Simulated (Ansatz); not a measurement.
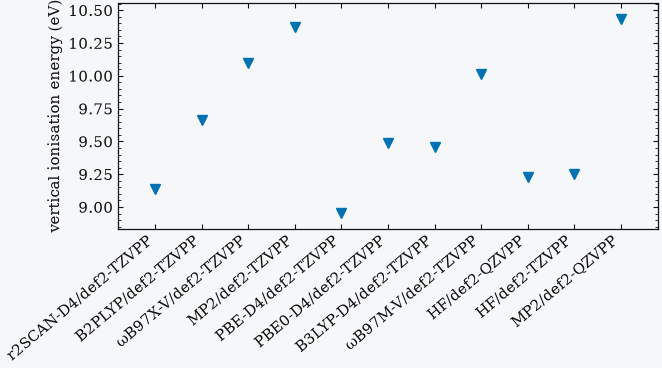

Vertical ionisation energy of C₂H₁₀Ga₂O₂, SMILES [CH3][Ga@H-]1[OH+][Ga@@H-]([CH3])[OH+]1, singlet, taken as the energy of the cation less that of the neutral at fixed geometry (unrestricted doublet cation, cores frozen in correlated methods, no spin-orbit coupling), the Ansatz code 0.2.0, at a PBE0-D4/def2-TZVP geometry (a minimum by its frequencies).

### What range do the values span?

From 8.95 eV (PBE-D4/def2-TZVPP) to 10.43 eV (MP2/def2-QZVPP).

### Give the values.

```csv
level,eV
r2SCAN-D4/def2-TZVPP,9.14
B2PLYP/def2-TZVPP,9.67
ωB97X-V/def2-TZVPP,10.10
MP2/def2-TZVPP,10.37
PBE-D4/def2-TZVPP,8.95
PBE0-D4/def2-TZVPP,9.48
B3LYP-D4/def2-TZVPP,9.46
ωB97M-V/def2-TZVPP,10.01
HF/def2-QZVPP,9.23
HF/def2-TZVPP,9.26
MP2/def2-QZVPP,10.43
```

Caveats, for all or some of the runs: no scalar relativity up to krypton; outer-core shells are correlated without core-valence functions, which makes the correlated values less sure.
